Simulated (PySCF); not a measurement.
C$_{5}$H$_{7}$FSi

Input file:

```
{"job": {"kind": "nmr", "xc": "PBE0", "basis": "pcSseg-1"}, "charge": 0, "multiplicity": 1}
C     -2.179204    -0.037000     0.460591
Si    -0.649203     0.209429    -0.633890
C      0.675140     1.322617     0.134898
C      1.791246     0.613283     0.325601
C      1.707107    -0.780622    -0.079608
F      2.806020    -1.546394     0.093591
C      0.562747    -1.233842    -0.593211
H     -1.905601    -0.332398     1.469037
H     -2.757590     0.878934     0.523925
H     -2.823664    -0.806918     0.049108
H     -0.995822     0.614982    -2.000771
H      0.612761     2.365744     0.393960
H      2.714079     0.984947     0.745712
H      0.441309    -2.253234    -0.911110
```

Launched as:

```sh
OMP_NUM_THREADS=1 python probes_run.py task.json out
```

Geometry: GFN2-xTB.

Method: PBE0/pcSseg-1, SCF density, gas phase, non-relativistic (PySCF).

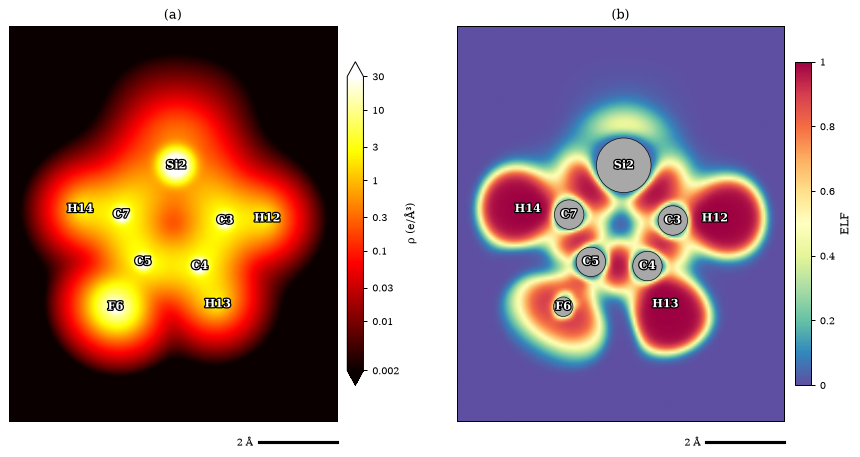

Figure 1. (a) electron density; (b) electron localisation function on the plane of atoms C3, C4 and C5. Grey discs cover the atomic cores in the ELF map.

Read the bonding off the picture.

The section cuts through Si, C, F and H sites.
C–C (1.33 Å): the density is about 2.3 e/Å³ at the midpoint; the ELF peaks at about 0.90 between the atoms; a multiple bond.
C–F (1.35 Å): ρ at the midpoint is about 2.2 e/Å³, with its minimum of 1.7 e/Å³ about 0.5 Å from C; the ELF peaks at about 0.85 between the atoms (a polar covalent bond).
C–Si (1.89 Å): the density is about 0.92 e/Å³ at the midpoint; the ELF peaks at about 0.95 between the atoms: localised, covalent bonding.
C–H (1.07 Å): ρ is about 2 e/Å³ halfway; the ELF climbs to about 1 towards the hydrogen, as it does in any bond to H; a covalent bond by its length.
C–C (1.45 Å): ρ at the midpoint is about 1.9 e/Å³; the ELF peaks at about 0.95 between the atoms; a covalent bond.
The ELF also peaks beside F6, away from the bonds: lone-pair regions.

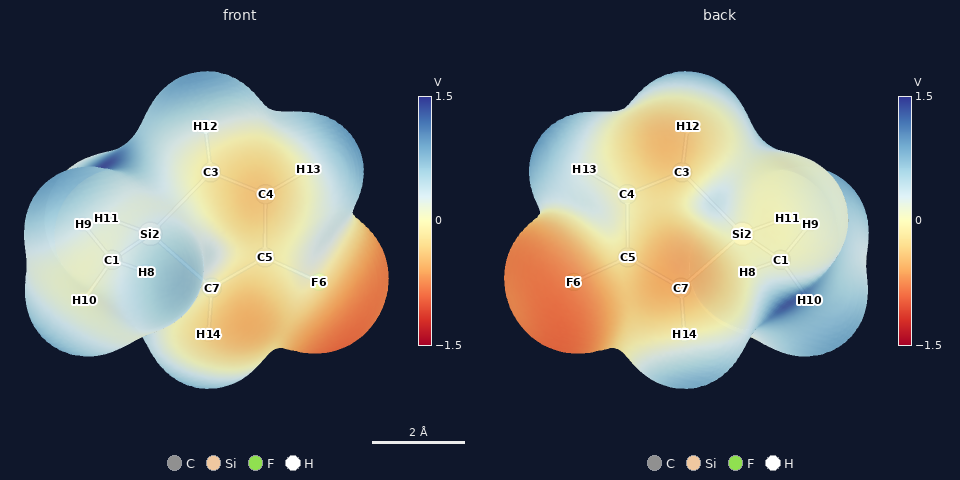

Figure 2. The molecular electrostatic potential painted on the density surface at 0.002 e/bohr³, seen from the front and from behind; the colour scale runs from red (negative) to blue (positive).

Which sites attract a positive test charge, and which a negative one?

A positive charge is drawn to the negative regions and a negative charge to the positive ones. The most negative region (about −0.9 V) lies over F6, the most positive (about +1.3 V) over Si2.
